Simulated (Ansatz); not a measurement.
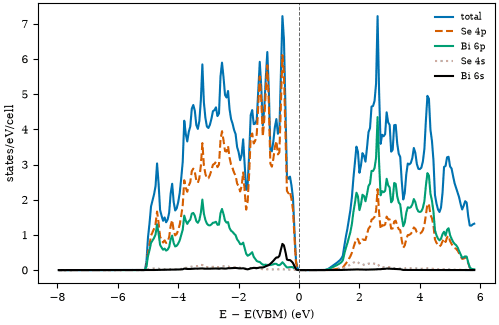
Figure: Total and projected density of states of Bi2Se3 in space group R-3m (No. 166; Bi on 6c, Se on 3a, Se on 6c), the program Ansatz at the r²SCAN level (PAW)

Which orbitals carry the states next to the gap?

Top 1 eV of the valence band: Se 4p 86 %, Bi 6s 9 %. Bottom 1 eV of the conduction band: Bi 6p 65 %, Se 4p 21 %, Se 4s 10 %. Projections are on Löwdin-orthogonalised atomic valence shells; empty p or d shells of many metals are not among them.

Where is the tallest occupied peak in this window, and what makes it?

Near -0.5 eV, about 7.2 states/eV per cell; the largest projected share is Se 4p.

The r²SCAN relaxation kept the symmetry of its start. A crystal of weakly bound layers computed without a dispersion correction: the cell and the soft elastic constants depend strongly on that. Spin–orbit coupling is left out wherever it is not named.

Potentials: the later of the program's two PAW sets.
